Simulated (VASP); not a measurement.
Band structure of ZrIr (space group Pm-3m). These are PBEsol GGA, VASP's PBE PAW potentials (set 64) (plane waves; VASP 6.6.1) values and carry that method's errors.

Unless said otherwise, spin-orbit coupling is left out, though it shifts the bands of the heavy elements here.

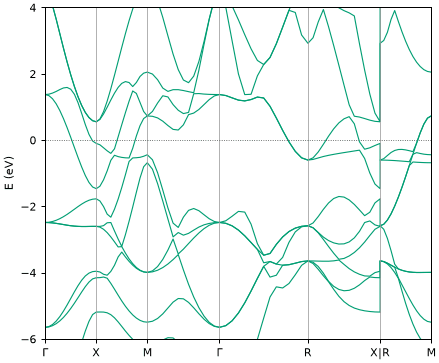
*Bands along high-symmetry lines, zero at the valence-band maximum or, without a gap, the Fermi level*

Task: Read the plot: is there a gap, and where are the band edges?

Result: It has no gap at this level: it comes out as a metal or semimetal. (Edges off the drawn lines would not show.)

The structure comes from a computed database's ZrIr entry (Pm-3m); how it stands against other phases isn't given here. It was relaxed first. The electron count is odd and the run is not spin-polarised, which forces a metal.
